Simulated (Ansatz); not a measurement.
Relaxed SnO2 (rutile):

```yaml
crystal:
  lattice:
    - [4.76919, 0.00000, 0.00000]
    - [0.00000, 4.76919, 0.00000]
    - [0.00000, 0.00000, 3.21201]
  atoms:
    - { symbol: Sn, position: [0.00000, 0.00000, 0.00000] }
    - { symbol: Sn, position: [0.50000, 0.50000, 0.50000] }
    - { symbol: O, position: [0.30628, 0.30628, 0.00000] }
    - { symbol: O, position: [0.80628, 0.19372, 0.50000] }
    - { symbol: O, position: [0.19372, 0.80628, 0.50000] }
    - { symbol: O, position: [0.69372, 0.69372, 0.00000] }
```

In this cell atom 5 (O, nearest neighbour Sn at 2.066 Å; its periodic images, 3.2 Å or more away, move with it) is moved by s along Cartesian x, unit vector (1.000, 0.000, 0.000); all other atoms and the cell stay fixed.

Level of theory: PBEsol (plane waves to 420 eV, PAW, scalar-relativistic; Ansatz, a program for electronic structure). k mesh 6×6×8 (Γ-centred), Fermi-Dirac smearing 0.05 eV. Energies are smeared free energies. SnO2 was relaxed with its symmetry unable to fall. ΔE is measured from the undisplaced structure.

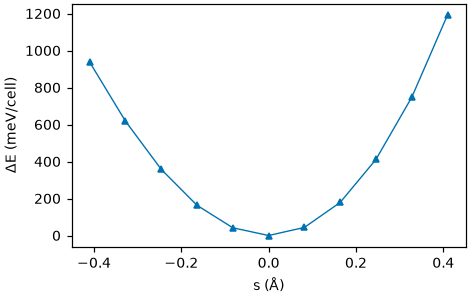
Fig. 1. ΔE (meV/cell) against s (Å); markers are the computed points, lines only join them.

**Question.** Is the energy the same for displacements of ±0.410 Å, and if not, which side lies higher?

**Answer.** Not even: the positive side lies higher at ±0.410 Å.

**Question.** What is the energy change at s = 0.410 Å?

**Answer.** About 1200 meV/cell.

(A displaced cell: forces are minus the slopes of the energy, force constants its curvatures, and phonons follow from these.)
